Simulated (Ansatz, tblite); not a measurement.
# InMe2(acnac) (C₇H₁₄InNO): one state, many levels

Aim: run the singlet of InMe2(acnac) (C₇H₁₄InNO) at one geometry on many levels, and compare frontier levels, spin and run time.

The runs use Ansatz 0.2.0, Gaussian basis; as each input shows.

Levels to be run: GFN1-xTB, GFN2-xTB, PBE-D4/def2-TZVP, r2SCAN-D4/def2-TZVP, BLYP-D4/def2-TZVP, HSE06-D4/def2-TZVP, PBE-D4/def2-SVP, PBE0-D4/def2-SVP, MP2/def2-SVP, RPA/def2-SVP.

3 further runs of the same task are left out: 1 that didn't finish, 2 set aside as unsound or not needed. Runs told in other sessions of the task aren't counted.

### 1 The relaxed structure

The singlet was relaxed beforehand with PBE-D4/def2-SVP.

24 atoms, charge 0, spin multiplicity 1.

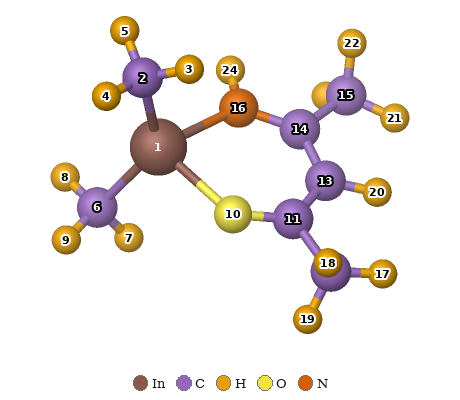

The structure; indium brown, carbon purple, hydrogen amber, oxygen yellow, nitrogen orange; atoms are numbered from 1 in the order of the file.

In takes a core potential in the def2 sets. No spin-orbit coupling is included.

PBE0-D4/def2-TZVP was run before; its log isn't repeated, and its numbers join the tables.

### 2 GFN1-xTB

Tight binding, by tblite at 300 K electronic temperature and without a spin-polarisation term:

```python
tblite.interface.Calculator('GFN1-xTB', numbers, positions, charge=0, uhf=0).singlepoint()
```

Energy -864.5350 eV, HOMO -10.19 eV, LUMO -7.27 eV; 0.05 s.

### 3 GFN2-xTB

Tight binding, by tblite at 300 K electronic temperature and without a spin-polarisation term:

```python
tblite.interface.Calculator('GFN2-xTB', numbers, positions, charge=0, uhf=0).singlepoint()
```

Energy -824.9519 eV, HOMO -9.71 eV, LUMO -6.93 eV; 0.015 s.

### 4 PBE-D4/def2-TZVP

start.molden holds the orbitals of an earlier run on this state, given as this run's starting guess.

File in.yaml:

```yaml
crystal:
  periodic: [false, false, false]
  atoms:
    - {symbol: In, position_ang: [1.448007, 0.129500, 1.063728]}
    - {symbol: C, position_ang: [0.931329, 0.259305, 3.172441]}
    - {symbol: H, position_ang: [-0.158445, 0.437011, 3.260935]}
    - {symbol: H, position_ang: [1.474467, 1.089611, 3.664606]}
    - {symbol: H, position_ang: [1.184264, -0.685589, 3.694167]}
    - {symbol: C, position_ang: [3.280129, 0.213110, -0.105836]}
    - {symbol: H, position_ang: [3.020308, 0.158334, -1.181040]}
    - {symbol: H, position_ang: [3.952039, -0.631536, 0.147268]}
    - {symbol: H, position_ang: [3.820617, 1.161132, 0.086892]}
    - {symbol: O, position_ang: [0.093944, 1.553278, 0.066121]}
    - {symbol: C, position_ang: [-0.914274, 1.293751, -0.686921]}
    - {symbol: C, position_ang: [-1.624531, 2.516296, -1.231393]}
    - {symbol: C, position_ang: [-1.399051, 0.015945, -1.039060]}
    - {symbol: C, position_ang: [-0.900513, -1.253502, -0.639905]}
    - {symbol: C, position_ang: [-1.628869, -2.481916, -1.150439]}
    - {symbol: N, position_ang: [0.149150, -1.444381, 0.152846]}
    - {symbol: H, position_ang: [-2.500619, 2.270695, -1.859331]}
    - {symbol: H, position_ang: [-1.948031, 3.157591, -0.385855]}
    - {symbol: H, position_ang: [-0.908630, 3.121151, -1.825667]}
    - {symbol: H, position_ang: [-2.276365, -0.001611, -1.699110]}
    - {symbol: H, position_ang: [-2.445738, -2.226709, -1.849657]}
    - {symbol: H, position_ang: [-2.065022, -3.050084, -0.301941]}
    - {symbol: H, position_ang: [-0.923153, -3.161853, -1.671773]}
    - {symbol: H, position_ang: [0.338977, -2.439518, 0.318916]}
basis:
  gaussian: {orbitals: def2-TZVP, initial_orbitals: start.molden}
hamiltonian: {xc: pbe, dispersion: d4}
scf: {omitted_lower_state_checks: [starts]}
output: {forces: true, orbitals: {seedname: orbitals}}
```

Launch:

```
$ ansatz run in.yaml --threads 4 --pin off --events-out ev --progress --plain --max-ram 6963MiB
```

The log of the run:

```text
Functional definition: PBE
  name "PBE"
  cite "Perdew, Burke & Ernzerhof, Phys. Rev. Lett. 77, 3865 (1996) doi:10.1103/PhysRevLett.77.3865"
  parent pbe
  parameter kappa = 0.804
  parameter beta = 0.06672455060314922
  exchange = pbe_x(kappa = kappa, mu = beta*pi^2/3)
  correlation = pbe_c(beta = beta)
these checks for a lower state are left out or cut short: starts
2570 factors; their error is unknown
mean field evaluation 1: about -16189.5196 eV, gradient 1.3e1 eV
mean field evaluation 2: about -16189.7581 eV, gradient 2.4e-1 eV
mean field evaluation 4: about -16189.6948 eV, gradient 1.3e-3 eV
mean field -16189.69474007 eV, -594.9603079283 hartree, gradient 1.8e-5 eV, S^2 0.000000; 0 other end points of the search recorded, 0 dependent functions left out
the calculation of the forces begins
reference -16189.69481979 eV, -594.9603108580 hartree; 46, 46 occupied and 367, 367 virtual orbitals, 2570 factors
Total energy: -16190.31551709 eV, -594.9831210630 hartree
Atom 0 at     1.448007     0.129500     1.063728 Å, force    -0.092620    -0.011293    -0.067144 eV/Å
Atom 1 at     0.931329     0.259305     3.172441 Å, force    -0.062988     0.010611     0.191994 eV/Å
Atom 2 at    -0.158445     0.437011     3.260935 Å, force     0.314977    -0.054546    -0.025225 eV/Å
Atom 3 at     1.474467     1.089611     3.664606 Å, force    -0.154157    -0.239073    -0.137482 eV/Å
Atom 4 at     1.184264    -0.685589     3.694167 Å, force    -0.073549     0.272965    -0.146202 eV/Å
Atom 5 at     3.280129     0.213110    -0.105836 Å, force     0.174626     0.016978    -0.109737 eV/Å
Atom 6 at     3.020308     0.158334    -1.181040 Å, force     0.076308     0.013159     0.306917 eV/Å
Atom 7 at     3.952039    -0.631536     0.147268 Å, force    -0.196188     0.245435    -0.077462 eV/Å
Atom 8 at     3.820617     1.161132     0.086892 Å, force    -0.156633    -0.279788    -0.058341 eV/Å
Atom 9 at     0.093944     1.553278     0.066121 Å, force    -0.028755    -0.047701    -0.020361 eV/Å
Atom 10 at    -0.914274     1.293751    -0.686921 Å, force    -0.067039    -0.185330    -0.058317 eV/Å
Atom 11 at    -1.624531     2.516296    -1.231393 Å, force    -0.049288     0.205989    -0.042641 eV/Å
Atom 12 at    -1.399051     0.015945    -1.039060 Å, force    -0.034521     0.017876    -0.017845 eV/Å
Atom 13 at    -0.900513    -1.253502    -0.639905 Å, force     0.070741     0.094702     0.057209 eV/Å
Atom 14 at    -1.628869    -2.481916    -1.150439 Å, force    -0.085080    -0.186567    -0.056435 eV/Å
Atom 15 at     0.149150    -1.444381     0.152846 Å, force    -0.087569    -0.059535    -0.069526 eV/Å
Atom 16 at    -2.500619     2.270695    -1.859331 Å, force     0.233176     0.032677     0.168339 eV/Å
Atom 17 at    -1.948031     3.157591    -0.385855 Å, force     0.067260    -0.182224    -0.209519 eV/Å
Atom 18 at    -0.908630     3.121151    -1.825667 Å, force    -0.179326    -0.175002     0.139783 eV/Å
Atom 19 at    -2.276365    -0.001611    -1.699110 Å, force     0.243917     0.009623     0.184596 eV/Å
Atom 20 at    -2.445738    -2.226709    -1.849657 Å, force     0.215162    -0.043630     0.181672 eV/Å
Atom 21 at    -2.065022    -3.050084    -0.301941 Å, force     0.111548     0.165732    -0.207171 eV/Å
Atom 22 at    -0.923153    -3.161853    -1.671773 Å, force    -0.170909     0.190352     0.130844 eV/Å
Atom 23 at     0.338977    -2.439518     0.318916 Å, force    -0.069094     0.188593    -0.057947 eV/Å
Dipole moment:    -0.246939    -0.442090    -0.172911 e Å
Checks for a lower state left out: starts
```

It took 7 s on 4 threads of Intel Xeon Platinum 8488C, shared host; peak memory 0.94 GiB.

Report: HOMO -5.06 eV, LUMO -1.96 eV.

### 5 r2SCAN-D4/def2-TZVP

in.yaml: that of step 4 with these lines changed.

```diff
@@ -29,4 +29,4 @@
   gaussian: {orbitals: def2-TZVP, initial_orbitals: start.molden}
-hamiltonian: {xc: pbe, dispersion: d4}
+hamiltonian: {xc: r2scan, dispersion: d4}
 scf: {omitted_lower_state_checks: [starts]}
-output: {forces: true, orbitals: {seedname: orbitals}}
+output: {orbitals: {seedname: orbitals}}
```

Launched as before.

The log of the run:

```text
Functional definition: r2SCAN
  name "r2SCAN"
  cite "Furness, Kaplan, Ning, Perdew & Sun, J. Phys. Chem. Lett. 11, 8208 (2020) doi:10.1021/acs.jpclett.0c02405"
  cite "Furness, Kaplan, Ning, Perdew & Sun, J. Phys. Chem. Lett. 11, 9248 (2020) doi:10.1021/acs.jpclett.0c03077"
  parent r2scan
  parameter k0 = 0.174
  parameter k1 = 0.065
  parameter a1 = 4.9479
  exchange = r2scan_x(k0 = k0, k1 = k1, a1 = a1)
  correlation = r2scan_c
these checks for a lower state are left out or cut short: starts
2570 factors; their error is unknown
mean field evaluation 1: about -16199.4204 eV, gradient 7.0e0 eV
mean field evaluation 2: about -16199.5024 eV, gradient 8.7e-2 eV
mean field evaluation 4: about -16199.4549 eV, gradient 7.7e-4 eV
mean field -16199.45486970 eV, -595.3189860765 hartree, gradient 2.0e-5 eV, S^2 0.000000; 0 other end points of the search recorded, 0 dependent functions left out
reference -16199.45489260 eV, -595.3189869180 hartree; 46, 46 occupied and 367, 367 virtual orbitals, 2570 factors
Total energy: -16199.63009933 eV, -595.3254256467 hartree
Checks for a lower state left out: starts
```

Wall time 8 s (4 threads of Intel Xeon Platinum 8488C, shared host); peak memory 1 GiB.

HOMO -5.24 eV, LUMO -1.81 eV.

### 6 BLYP-D4/def2-TZVP

in.yaml: that of step 5 with these lines changed.

```diff
@@ -29,3 +29,3 @@
   gaussian: {orbitals: def2-TZVP, initial_orbitals: start.molden}
-hamiltonian: {xc: r2scan, dispersion: d4}
+hamiltonian: {xc: {name: BLYP}, dispersion: d4}
 scf: {omitted_lower_state_checks: [starts]}
```

The command is unchanged.

The log of the run:

```text
Functional definition: BLYP
  name "BLYP"
  cite "Becke, Phys. Rev. A 38, 3098 (1988) doi:10.1103/PhysRevA.38.3098"
  cite "Lee, Yang & Parr, Phys. Rev. B 37, 785 (1988) doi:10.1103/PhysRevB.37.785"
  parameter beta = 0.0042
  parameter a = 0.04918
  parameter b = 0.132
  parameter c = 0.2533
  parameter d = 0.349
  exchange = b88_x(beta = beta)
  correlation = lyp_c(a = a, b = b, c = c, d = d)
these checks for a lower state are left out or cut short: starts
2570 factors; their error is unknown
mean field evaluation 1: about -16197.3816 eV, gradient 2.0e1 eV
mean field evaluation 2: about -16197.9252 eV, gradient 4.8e-1 eV
mean field evaluation 4: about -16197.8576 eV, gradient 2.0e-3 eV
mean field -16197.85758880 eV, -595.2602870861 hartree, gradient 2.4e-5 eV, S^2 0.000000; 0 other end points of the search recorded, 0 dependent functions left out
reference -16197.85819747 eV, -595.2603094542 hartree; 46, 46 occupied and 367, 367 virtual orbitals, 2570 factors
Total energy: -16199.17593107 eV, -595.3087352710 hartree
Checks for a lower state left out: starts
```

Wall time 5.5 s (4 threads of Intel Xeon Platinum 8488C, shared host); peak memory 0.95 GiB.

From the report: HOMO -4.92 eV, LUMO -1.83 eV.

### 7 HSE06-D4/def2-TZVP

in.yaml: that of step 6 with these lines changed.

```diff
@@ -29,3 +29,3 @@
   gaussian: {orbitals: def2-TZVP, initial_orbitals: start.molden}
-hamiltonian: {xc: {name: BLYP}, dispersion: d4}
+hamiltonian: {xc: hse06, dispersion: d4}
 scf: {omitted_lower_state_checks: [starts]}
```

Same command.

The log of the run:

```text
Functional definition: HSE06
  name "HSE06"
  cite "Heyd, Scuseria & Ernzerhof, J. Chem. Phys. 118, 8207 (2003) doi:10.1063/1.1564060"
  cite "Krukau, Vydrov, Izmaylov & Scuseria, J. Chem. Phys. 125, 224106 (2006) doi:10.1063/1.2404663"
  cite "Heyd & Scuseria, J. Chem. Phys. 120, 7274 (2004) doi:10.1063/1.1668634"
  cite "Ernzerhof & Perdew, J. Chem. Phys. 109, 3313 (1998) doi:10.1063/1.476928"
  cite "Perdew, Burke & Ernzerhof, Phys. Rev. Lett. 77, 3865 (1996) doi:10.1103/PhysRevLett.77.3865"
  parent pbe
  parameter a = 0.25
  parameter omega = 0.11/bohr
  # The whole range is PBE's own exchange, as in plane waves. The composition of these papers is wPBEh.
  exchange = pbe_x - a*pbe_x_sr(omega) + a*exact_x_sr(omega)
  correlation = pbe_c
these checks for a lower state are left out or cut short: starts
2663 factors; their error is unknown
179 factors; integrals over basis functions are off by at most 2.7e-7 eV
mean field evaluation 1: about -16189.9540 eV, gradient 7.9e-1 eV
mean field evaluation 2: about -16189.9550 eV, gradient 1.0e-3 eV
mean field evaluation 4: about -16189.9861 eV, gradient 5.3e-4 eV
mean field -16189.98609546 eV, -594.9710150416 hartree, gradient 2.7e-5 eV, S^2 0.000000; 0 other end points of the search recorded, 0 dependent functions left out
reference -16189.98617114 eV, -594.9710178228 hartree; 46, 46 occupied and 367, 367 virtual orbitals, 2663 factors
Total energy: -16190.48907976 eV, -594.9894993735 hartree
Checks for a lower state left out: starts
```

It took 12 s on 4 threads of Intel Xeon Platinum 8488C, shared host; peak memory 2 GiB.

HOMO -5.68 eV, LUMO -1.47 eV.

### 8 PBE-D4/def2-SVP

in.yaml: that of step 7 with these lines changed.

```diff
@@ -28,4 +28,4 @@
 basis:
-  gaussian: {orbitals: def2-TZVP, initial_orbitals: start.molden}
-hamiltonian: {xc: hse06, dispersion: d4}
+  gaussian: {orbitals: def2-SVP, initial_orbitals: start.molden}
+hamiltonian: {xc: pbe, dispersion: d4}
 scf: {omitted_lower_state_checks: [starts]}
```

Same command.

The log of the run:

```text
Functional definition: PBE
  name "PBE"
  cite "Perdew, Burke & Ernzerhof, Phys. Rev. Lett. 77, 3865 (1996) doi:10.1103/PhysRevLett.77.3865"
  parent pbe
  parameter kappa = 0.804
  parameter beta = 0.06672455060314922
  exchange = pbe_x(kappa = kappa, mu = beta*pi^2/3)
  correlation = pbe_c(beta = beta)
these checks for a lower state are left out or cut short: starts
2549 factors; their error is unknown
mean field evaluation 1: about -16176.8070 eV, gradient 2.9e1 eV
mean field evaluation 2: about -16177.3591 eV, gradient 7.1e-1 eV
mean field evaluation 4: about -16177.2534 eV, gradient 4.1e-1 eV
mean field evaluation 8: about -16177.2538 eV, gradient 2.0e-5 eV
mean field -16177.25375058 eV, -594.5031099975 hartree, gradient 2.0e-5 eV, S^2 0.000000; 0 other end points of the search recorded, 0 dependent functions left out
reference -16177.25381126 eV, -594.5031122272 hartree; 46, 46 occupied and 176, 176 virtual orbitals, 2549 factors
Total energy: -16177.87450855 eV, -594.5259224322 hartree
Checks for a lower state left out: starts
```

It took 2.8 s on 4 threads of Intel Xeon Platinum 8488C, shared host.

Report: HOMO -4.90 eV, LUMO -1.76 eV.

### 9 PBE0-D4/def2-SVP

in.yaml: that of step 8 with these lines changed.

```diff
@@ -29,3 +29,3 @@
   gaussian: {orbitals: def2-SVP, initial_orbitals: start.molden}
-hamiltonian: {xc: pbe, dispersion: d4}
+hamiltonian: {xc: pbe0, dispersion: d4}
 scf: {omitted_lower_state_checks: [starts]}
```

Launched as before.

The log of the run:

```text
Functional definition: PBE0
  name "PBE0"
  cite "Adamo & Barone, J. Chem. Phys. 110, 6158 (1999) doi:10.1063/1.478522"
  cite "Perdew, Burke & Ernzerhof, Phys. Rev. Lett. 77, 3865 (1996) doi:10.1103/PhysRevLett.77.3865"
  parent pbe
  parameter a = 0.25
  parameter kappa = 0.804
  parameter beta = 0.06672455060314922
  exchange = (1 - a)*pbe_x(kappa = kappa, mu = beta*pi^2/3) + a*exact_x
  correlation = pbe_c(beta = beta)
these checks for a lower state are left out or cut short: starts
2600 factors; their error is unknown
mean field evaluation 1: about -16178.0332 eV, gradient 2.8e1 eV
mean field evaluation 2: about -16178.3871 eV, gradient 4.8e-1 eV
mean field evaluation 4: about -16178.4484 eV, gradient 1.3e-3 eV
mean field -16178.44835096 eV, -594.5470107516 hartree, gradient 2.4e-5 eV, S^2 0.000000; 0 other end points of the search recorded, 0 dependent functions left out
reference -16178.44839768 eV, -594.5470124686 hartree; 46, 46 occupied and 176, 176 virtual orbitals, 2600 factors
Total energy: -16178.98422223 eV, -594.5667036575 hartree
Checks for a lower state left out: starts
```

Wall time 4.1 s (4 threads of Intel Xeon Platinum 8488C, shared host); peak memory 1.1 GiB.

HOMO -5.96 eV, LUMO -0.93 eV.

### 10 MP2/def2-SVP

in.yaml: that of step 9 with these lines changed.

```diff
@@ -29,3 +29,3 @@
   gaussian: {orbitals: def2-SVP, initial_orbitals: start.molden}
-hamiltonian: {xc: pbe0, dispersion: d4}
+correlation: {method: mp2}
 scf: {omitted_lower_state_checks: [starts]}
```

The command is unchanged.

The log of the run:

```text
Functional definition: HF
  name "HF"
  cite "Fock, Z. Phys. 61, 126 (1930) doi:10.1007/BF01340294"
  parent pbe
  exchange = exact_x
  correlation = 0
these checks for a lower state are left out or cut short: starts
2370 factors; integrals over basis functions are off by at most 1.3e-3 eV
mean field evaluation 1: about -16093.1926 eV, gradient 3.9e1 eV
mean field evaluation 2: about -16094.9349 eV, gradient 1.9e0 eV
mean field evaluation 4: about -16094.9853 eV, gradient 1.3e-1 eV
mean field evaluation 8: about -16094.9853 eV, gradient 1.7e-6 eV
mean field -16094.98533121 eV, -591.4798013489 hartree, gradient 1.7e-6 eV, S^2 0.000000; 0 other end points of the search recorded, 0 dependent functions left out
13 core orbitals not correlated: weight in the atoms' cores, before any rotation towards them, 1.000 or more for the frozen orbitals, at most 0.000 for the correlated occupied ones
reference -16094.98533121 eV, -591.4798013489 hartree; 33, 33 occupied and 176, 176 virtual orbitals, 2370 factors
second order -38.45236955 eV of doubles, -0.00000000 eV of singles
Total energy: -16133.43770075 eV, -592.8928998658 hartree
Checks for a lower state left out: starts
```

It took 4.4 s on 4 threads of Intel Xeon Platinum 8488C, shared host.

From the report: Hartree-Fock HOMO -8.37 eV, LUMO 2.79 eV.

### 11 RPA/def2-SVP

in.yaml: that of step 10 with these lines changed.

```diff
@@ -29,4 +29,4 @@
   gaussian: {orbitals: def2-SVP, initial_orbitals: start.molden}
-correlation: {method: mp2}
+hamiltonian: {xc: pbe}
+correlation: {method: rpa}
 scf: {omitted_lower_state_checks: [starts]}
-output: {orbitals: {seedname: orbitals}}
```

Same command.

The log of the run:

```text
Functional definition: PBE
  name "PBE"
  cite "Perdew, Burke & Ernzerhof, Phys. Rev. Lett. 77, 3865 (1996) doi:10.1103/PhysRevLett.77.3865"
  parent pbe
  parameter kappa = 0.804
  parameter beta = 0.06672455060314922
  exchange = pbe_x(kappa = kappa, mu = beta*pi^2/3)
  correlation = pbe_c(beta = beta)
these checks for a lower state are left out or cut short: starts
2370 factors; integrals over basis functions are off by at most 1.3e-3 eV
mean field evaluation 1: about -16176.7086 eV, gradient 2.9e1 eV
mean field evaluation 2: about -16177.2638 eV, gradient 7.1e-1 eV
mean field evaluation 4: about -16177.2537 eV, gradient 3.2e-3 eV
mean field -16177.25373075 eV, -594.5031092688 hartree, gradient 3.0e-6 eV, S^2 0.000000; 0 other end points of the search recorded, 0 dependent functions left out
13 core orbitals not correlated: weight in the atoms' cores, before any rotation towards them, 1.000 or more for the frozen orbitals, at most 0.000 for the correlated occupied ones
reference -16092.28605047 eV, -591.3806046117 hartree; 33, 33 occupied and 176, 176 virtual orbitals, 2370 factors
Total energy: -16154.85609229 eV, -593.6800112370 hartree
Checks for a lower state left out: starts
```

Run time: 8.5 s. Hardware: 4 threads of Intel Xeon Platinum 8488C, shared host; peak memory 0.9 GiB.

### 12 Comparison

```
              level  functions  HOMO (eV)  LUMO (eV)  gap (eV)   time
    PBE-D4/def2-SVP        222      -4.90      -1.76      3.14  2.8 s
   PBE-D4/def2-TZVP        413      -5.06      -1.96      3.10    7 s
  BLYP-D4/def2-TZVP        413      -4.92      -1.83      3.09  5.5 s
r2SCAN-D4/def2-TZVP        413      -5.24      -1.81      3.43    8 s
   PBE0-D4/def2-SVP        222      -5.96      -0.93      5.04  4.1 s
  PBE0-D4/def2-TZVP        413      -6.07      -1.09      4.98   12 s
 HSE06-D4/def2-TZVP        413      -5.68      -1.47      4.21   12 s
```

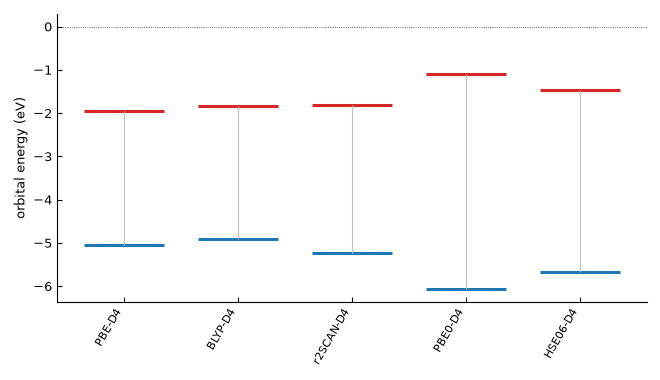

Highest filled (blue) and lowest empty (red) level in def2-TZVP.

Energy pieces by basis (eV):

```
   basis           HF  MP2 correlation              total
def2-SVP  -16094.9853         -38.4524  -16133.4377 (MP2)
```

### 13 Binding energy

Free atoms were run apart at each level; binding is atoms less cluster, divided by the number of atoms, without zero-point or spin-orbit terms.

```
              level  binding an atom (eV)
        HF/def2-SVP                 3.073
    PBE-D4/def2-SVP                 4.301
   PBE-D4/def2-TZVP                 4.260
  BLYP-D4/def2-TZVP                 4.152
r2SCAN-D4/def2-TZVP                 4.167
   PBE0-D4/def2-SVP                 4.223
  PBE0-D4/def2-TZVP                 4.180
 HSE06-D4/def2-TZVP                 4.183
       MP2/def2-SVP                 4.027
```

### 14 Results

| quantity | value |
| --- | --- |
| gap in def2-TZVP, named functionals, smallest and largest | 3.09 eV (BLYP-D4), 4.98 eV (PBE0-D4) |
| correlation energy, MP2/def2-SVP | -38.45 eV |
| binding an atom, functionals in def2-TZVP | 4.15 (BLYP-D4) to 4.26 eV (PBE-D4) |
| PBE0 total energy, smallest basis above largest | 12.20 eV (def2-SVP, def2-TZVP) |

**Reading.** Over the named functionals in def2-TZVP the gap runs from 3.09 eV (BLYP-D4) to 4.98 eV (PBE0-D4); exact exchange widens it.

The slowest run with a step of its own, HSE06-D4/def2-TZVP, took 12 s; the quickest functional in def2-TZVP took 5.5 s (shared host).
